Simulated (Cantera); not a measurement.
Feed: 1 mol HCl, a varied amount of H2O, held at 3450 K and 1.00 bar.

Equilibrium computed with Cantera from the NASA thermochemical tables; the gas is ideal and each condensed phase is pure. Candidate condensed phases: H2O; 14 gas species. Equilibrium is a limit: real reactors are often held back by kinetics, nucleation or transport.

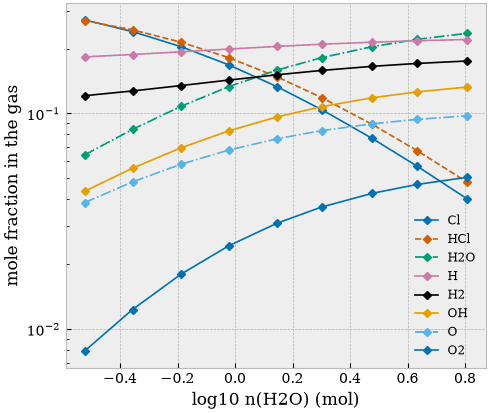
Figure: Equilibrium gas composition (values under 1e-9 drawn at 1e-9)

Question: Read off the mole fractions at 2 mol H2O.

Answer: H about 0.21, H2O about 0.18, H2 about 0.16, HCl about 0.12, OH about 0.11, Cl about 0.10, O about 0.083, O2 about 0.037.
